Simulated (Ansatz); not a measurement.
The starting structures come from a database of crystals and need not be the phases stable at ambient conditions.

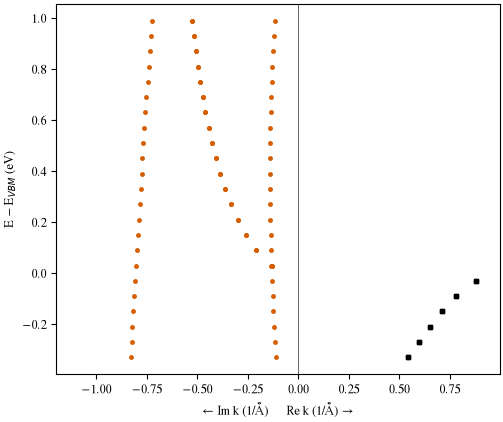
*Complex bands at the centre of the two-dimensional zone; r2SCAN run with Ansatz (a program for electronic structure)*

The gap is the functional's own, uncorrected, and κ follows it; spin-orbit coupling is left out. Mid-gap values are interpolated between the computed energies.

### Question
This is CdS (Fm-3m, rock salt, not sure to be the ambient phase, 2 atoms a cell, 20.9 Å³ an atom, -2 GPa at this level) along the normal of (111). Read off the slowest decay at the centre of the two-dimensional zone at 0.39 eV, the computed energy nearest the middle of the gap.

### Answer
κ ≈ 0.14 1/Å, a decay length 1/(2κ) of the density of 3.6 Å.
